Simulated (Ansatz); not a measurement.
# One shape, several levels: doublet [S2F2]+

Wanted: a comparison of 6 runs (U-r2SCAN/STO-3G, U-r2SCAN0/STO-3G, U-wB97M-V/STO-3G, UHSE06/STO-3G, UMP2/STO-3G, UBCCD(T)/STO-3G) of doublet [S2F2]+. 

The results are computed with Ansatz 0.2.0.

55 further runs of the same task are left out: 15 that didn't finish, 40 set aside as unsound or not needed.

**1. The molecule**

[S2F2]+ has 4 atoms, charge +1, and is taken as a doublet. SMILES of the parent species: `FS(F)=S`. Geometry: relaxed at PBE0-D4/def2-TZVP. That shape belongs to the parent species and isn't relaxed for this state.

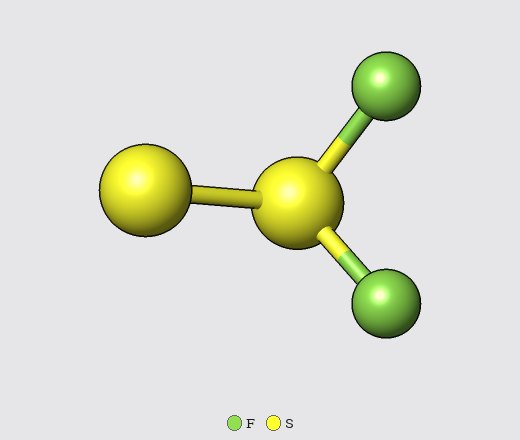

The structure, seen from a chosen angle (fluorine green, sulfur yellow).

**2. A single-point energy at U-r2SCAN/STO-3G (run 1)**

Contents of molecule.yaml:

```yaml
crystal:
  periodic: [false, false, false]
  atoms:
    - {symbol: F, position_ang: [0.734930, 0.336790, 1.199050]}
    - {symbol: S, position_ang: [-0.480890, -0.090070, 0.240730]}
    - {symbol: F, position_ang: [0.313460, -1.382440, -0.286190]}
    - {symbol: S, position_ang: [-0.567510, 1.135710, -1.153590]}
basis:
  gaussian:
    orbitals: STO-3G
total_charge: 1
magnetization:
  spin_polarized: true
  initial_magnetization: 1
hamiltonian:
  xc: {name: r2SCAN}
accuracy: high
```

On the command line:

```console
$ ansatz run molecule.yaml --threads 1 --pin off --max-ram 3480MiB --events-out events.jsonl --progress --plain --runs-dir runs
```

The program printed:

```text
Warning: RAYON_NUM_THREADS=1 ignored (pool sized by the plan → 1); use --threads N
Functional definition: r2SCAN
  name "r2SCAN"
  parameter k0 = 0.174
  parameter k1 = 0.065
  parameter a1 = 4.9479
  exchange = r2scan_x(k0 = k0, k1 = k1, a1 = a1)
  correlation = r2scan_c
535 factors; integrals over basis functions are off by at most 2.7e-8 eV
mean field evaluation 1: about -26767.4640 eV, gradient 2.6e1 eV
mean field evaluation 2: about -26719.0551 eV, gradient 8.4e1 eV
mean field evaluation 4: about -26772.7853 eV, gradient 4.2e0 eV
mean field evaluation 8: about -26772.8979 eV, gradient 6.0e-2 eV
mean field evaluation 16: about -26772.8979 eV, gradient 7.7e-6 eV
mean field evaluation 32: about -26771.5303 eV, gradient 1.1e1 eV
mean field -26772.89793353 eV, -983.8858517352 hartree, gradient 6.8e-8 eV, S^2 0.753422; 4 other end points of the search recorded, 0 dependent functions left out
reference -26772.89793386 eV, -983.8858517472 hartree; 25, 24 occupied and 3, 4 virtual orbitals, 535 factors
Total energy: -26772.89793386 eV, -983.8858517472 hartree
```

Run time: 12 s. Hardware: 1 thread of Arm Neoverse V1, shared host; peak memory 0.27 GiB.

**3. The energy at U-r2SCAN0/STO-3G (run 2)**

Contents of job.yaml:

```yaml
crystal:
  periodic: [false, false, false]
  atoms:
    - symbol: F
      position_ang: [0.734930, 0.336790, 1.199050]
    - symbol: S
      position_ang: [-0.480890, -0.090070, 0.240730]
    - symbol: F
      position_ang: [0.313460, -1.382440, -0.286190]
    - symbol: S
      position_ang: [-0.567510, 1.135710, -1.153590]
basis:
  gaussian:
    orbitals: STO-3G
total_charge: 1
magnetization:
  spin_polarized: true
  initial_magnetization: 1
hamiltonian:
  xc: {name: r2SCAN0}
accuracy: high
```

On the command line:

```console
$ ansatz run job.yaml --threads 1 --pin off --max-ram 3480MiB --events-out events.jsonl --progress --plain --runs-dir runs
```

The program printed:

```text
Warning: RAYON_NUM_THREADS=1 ignored (pool sized by the plan → 1); use --threads N
Functional definition: r2SCAN0
  name "r2SCAN0"
  parameter a = 0.25
  parameter k0 = 0.174
  parameter k1 = 0.065
  parameter a1 = 4.9479
  exchange = (1 - a)*r2scan_x(k0 = k0, k1 = k1, a1 = a1) + a*exact_x
  correlation = r2scan_c
535 factors; integrals over basis functions are off by at most 2.7e-8 eV
mean field evaluation 1: about -26766.9453 eV, gradient 2.6e1 eV
mean field evaluation 2: about -26755.5000 eV, gradient 4.9e1 eV
mean field evaluation 4: about -26772.6756 eV, gradient 2.3e0 eV
mean field evaluation 8: about -26772.7604 eV, gradient 2.1e-2 eV
mean field evaluation 16: about -26772.7604 eV, gradient 3.2e-5 eV
mean field evaluation 32: about -26772.7008 eV, gradient 7.8e-1 eV
mean field -26772.76043434 eV, -983.8807987332 hartree, gradient 2.7e-8 eV, S^2 0.753914; 2 other end points of the search recorded, 0 dependent functions left out
reference -26772.76043459 eV, -983.8807987425 hartree; 25, 24 occupied and 3, 4 virtual orbitals, 535 factors
Total energy: -26772.76043459 eV, -983.8807987425 hartree
```

It took 11 s on 1 thread of Arm Neoverse V1, shared host; peak memory 0.27 GiB.

Runs 3 to 4 aren't shown in full; the table further down has their settings and results.

**4. A single-point energy at UMP2/STO-3G (run 5)**

Contents of input.yaml:

```yaml
crystal:
  periodic: [false, false, false]
  atoms:
    - {symbol: F, position_ang: [0.734930, 0.336790, 1.199050]}
    - {symbol: S, position_ang: [-0.480890, -0.090070, 0.240730]}
    - {symbol: F, position_ang: [0.313460, -1.382440, -0.286190]}
    - {symbol: S, position_ang: [-0.567510, 1.135710, -1.153590]}
basis:
  gaussian: {orbitals: STO-3G}
total_charge: 1
magnetization: {spin_polarized: true, initial_magnetization: 1}
correlation: {method: mp2, frozen_orbitals: {F: 1, S: 5}}
accuracy: high
```

On the command line:

```console
$ ansatz run input.yaml --threads 1 --pin off --max-ram 3480MiB --events-out events.jsonl --progress --plain --runs-dir runs
```

The program printed:

```text
Warning: RAYON_NUM_THREADS=1 ignored (pool sized by the plan → 1); use --threads N
Functional definition: HF
  name "HF"
  exchange = exact_x
  correlation = 0
535 factors; integrals over basis functions are off by at most 2.7e-8 eV
mean field evaluation 1: about -26716.2430 eV, gradient 2.5e1 eV
mean field evaluation 2: about -26716.3817 eV, gradient 2.5e1 eV
mean field evaluation 4: about -26723.1653 eV, gradient 2.2e0 eV
mean field evaluation 8: about -26723.2863 eV, gradient 2.9e-3 eV
mean field evaluation 16: about -26723.2839 eV, gradient 2.2e-1 eV
mean field evaluation 32: about -26722.7332 eV, gradient 5.2e0 eV
mean field -26723.28632634 eV, -982.0626587990 hartree, gradient 2.8e-8 eV, S^2 0.759347; 5 other end points of the search recorded, 0 dependent functions left out
12 core orbitals not correlated: weight in the atoms' cores, before any rotation towards them, 1.000 or more for the frozen orbitals, at most 0.000 for the correlated occupied ones
reference -26723.28632634 eV, -982.0626587990 hartree; 13, 12 occupied and 3, 4 virtual orbitals, 535 factors
second order -2.32582824 eV of doubles, -0.00000000 eV of singles
Total energy: -26725.61215459 eV, -982.1481314105 hartree
```

It took 0.95 s on 1 thread of Arm Neoverse V1, shared host.

**5. The energy at UBCCD(T)/STO-3G (run 6)**

Contents of run.yaml:

```yaml
crystal:
  periodic: [false, false, false]
  atoms:
    - symbol: F
      position_ang: [0.734930, 0.336790, 1.199050]
    - symbol: S
      position_ang: [-0.480890, -0.090070, 0.240730]
    - symbol: F
      position_ang: [0.313460, -1.382440, -0.286190]
    - symbol: S
      position_ang: [-0.567510, 1.135710, -1.153590]
basis:
  gaussian: {orbitals: STO-3G}
total_charge: 1
magnetization: {spin_polarized: true, initial_magnetization: 1}
correlation: {method: bccd_t, frozen_orbitals: {F: 1, S: 5}}
accuracy: high
scf: {omitted_lower_state_checks: [cluster_reference, increment]}
```

On the command line:

```console
$ ansatz run run.yaml --threads 1 --pin off --max-ram 3480MiB --events-out events.jsonl --progress --plain --runs-dir runs
```

The program printed:

```text
Warning: RAYON_NUM_THREADS=1 ignored (pool sized by the plan → 1); use --threads N
[... 13 lines left out ...]
12 core orbitals not correlated: weight in the atoms' cores, before any rotation towards them, 1.000 or more for the frozen orbitals, at most 0.000 for the correlated occupied ones
[... 37 lines left out ...]
Total energy: -26726.60432978 eV, -982.1845931762 hartree
Checks for a lower state left out: cluster_reference, increment
```

Run time: 1.5 s. Hardware: 1 thread of Arm Neoverse V1, shared host; peak memory 0.091 GiB.

**6. The series**

| run | level | frozen core orbitals | energy (Eh) | ⟨S²⟩ | wall time |
| --- | --- | --- | --- | --- | --- |
| 1 | U-r2SCAN/STO-3G | – | -983.885852 | 0.753 | 12 s |
| 2 | U-r2SCAN0/STO-3G | – | -983.880799 | 0.754 | 11 s |
| 3 | U-wB97M-V/STO-3G | – | -984.046478 | 0.753 | 47 s |
| 4 | UHSE06/STO-3G | – | -983.522150 | 0.753 | 4.2 s |
| 5 | UMP2/STO-3G | 12 | -982.148131 | 0.759 | 0.95 s |
| 6 | UBCCD(T)/STO-3G | 12 | -982.184593 | 0.759 | 1.5 s |

**7. Summary of results**

```
                                           quantity          value
                                run 6: total energy  -982.18459 Eh
run 6: correlation energy (12 core orbitals frozen)     -121.9 mEh
                              run 6: (T) correction      -5.18 mEh
           run 6: ⟨S²⟩ of the reference determinant          0.759
```

Totals of different functionals can't be ranked against each other. In runs 1, 2, 3, 4, 5, 6 the basis is minimal, so the values are rough. All runs together took 76 s, the longest 47 s.
